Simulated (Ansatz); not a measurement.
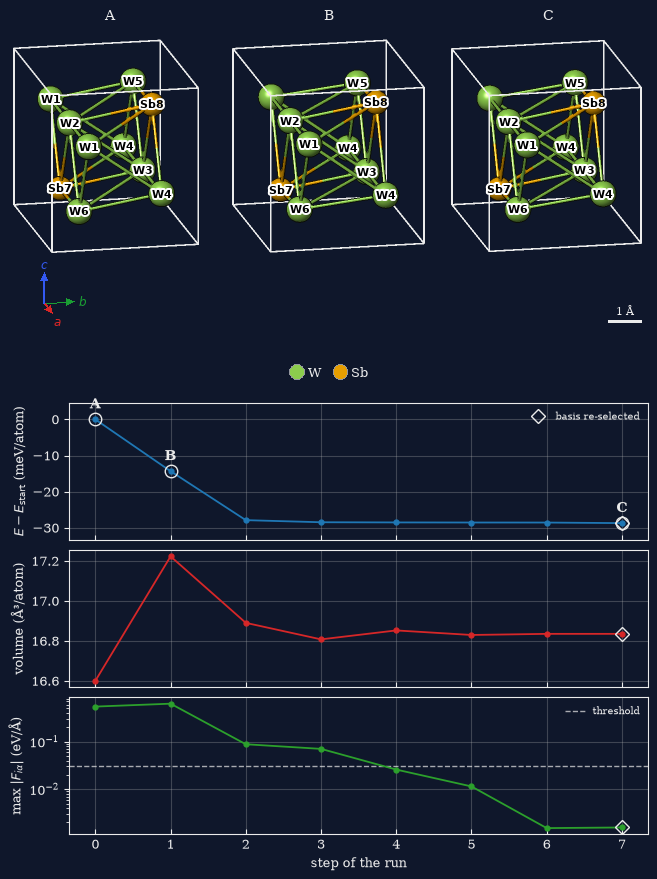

Frames of a relaxation of a crystal of SbW3 (a generated structure, set up in Pmmn), marked on the history of the run. Style: ball-and-stick. Shown: the cell of the calculation, slightly off an axis.

The start is a swapped structure.

These are results of Ansatz 0.2.0, DFT, PAW plane waves, r2SCAN, not measurements. Set-up: plane-wave cutoff 500 eV; k-point mesh 4 × 5 × 5; occupations gaussian; smearing width 0.0357 eV; no spin polarisation; cell and atoms relaxed; force threshold 0.03 eV/Å; at most 80 steps.

Q: What happens along the run?

A: The largest moves relative to the cell, 0.045 Å, are those of W5 and W6. W5 goes along −c. By element the largest moves are W 0.045 Å, Sb 0.025 Å. Cell: a 5.758 → 5.648 Å (−1.9 %), b 4.612 → 4.787 Å (+3.8 %), c 5.002 → 4.981 Å (−0.4 %). Volume +1.4 %. Some distances before and after: W1–W4 2.825 → 2.931 Å, W5–Sb7 2.868 → 2.947 Å, W1–Sb7 2.910 → 2.840 Å, W1–W2 2.879 → 2.810 Å. The space group stays Pmmn (No. 59). Over 6 accepted moves (7 points after the start) the energy falls by 28.7 meV per atom. Largest force component: 0.54 eV/Å at the start, 0.0016 eV/Å at the end. The pressure goes from 3.68 to 0.01 GPa. The SCF was repeated once at an unchanged geometry on a basis and grid sized afresh for the cell, which shifted the energy by 0.2 meV per atom at most. The run took 3.4 min on 2 threads of Arm Neoverse V2, on a shared host, peak memory 0.83 GiB. From step 0 to 1: W atoms move most (0.07 Å), volume +3.7 %, energy −14.3 meV per atom. From step 1 to 7: W atoms move most (0.03 Å), volume −2.2 %, energy −14.4 meV per atom.
